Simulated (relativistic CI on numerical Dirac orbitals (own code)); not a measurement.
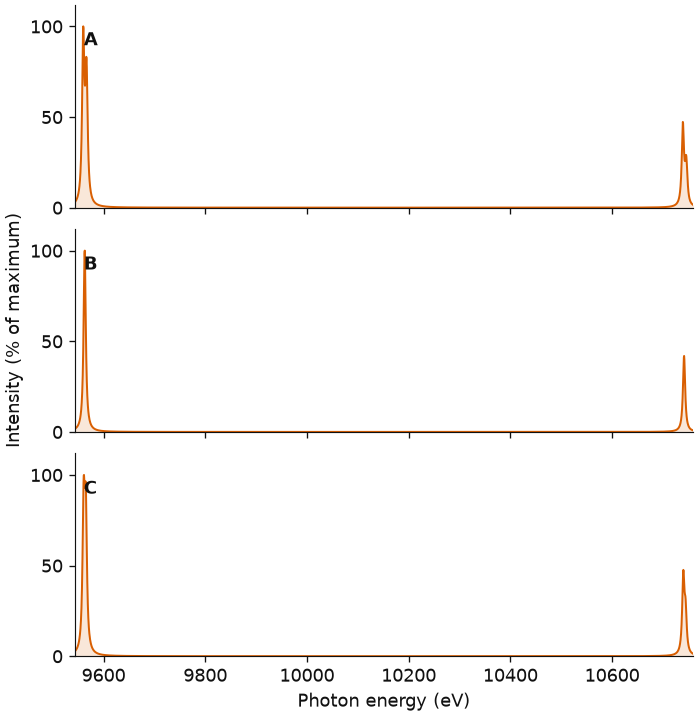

L₂,₃ X-ray absorption of Hf⁴⁺, [Xe] 4f¹⁴, in 3 environments. Multiplet model: relativistic Dirac–Coulomb–Breit theory, one configuration a step, Slater integrals scaled by 0.8, 80 K, Voigt broadening (Lorentzian 5 eV, Gaussian 1 eV full widths), computed with a radial Dirac CI code.

(1) no crystal field (free ion)
(2) a field of D4h symmetry with 10Dq = 58,000, Ds = 1,380, Dt = 1,040 cm⁻¹
(3) a field of Oh symmetry with 10Dq = 34,600 cm⁻¹

**Which panel belongs to which field?**

A is (2), maxima at 9560.1 eV (100), 9566.1 eV (83), 10739.1 eV (47) and 10745.3 eV (29); B is (1), maxima at 9562.9 eV (100) and 10741.4 eV (42); C is (3), maxima at 9561.3 eV (100), 9564.5 eV (96) and 10740.1 eV (48) (heights in % of each maximum). The ground-state spin is S = 0.00 in all.

Note: free-ion energies, so absolute edge positions are off by a few eV from solids.
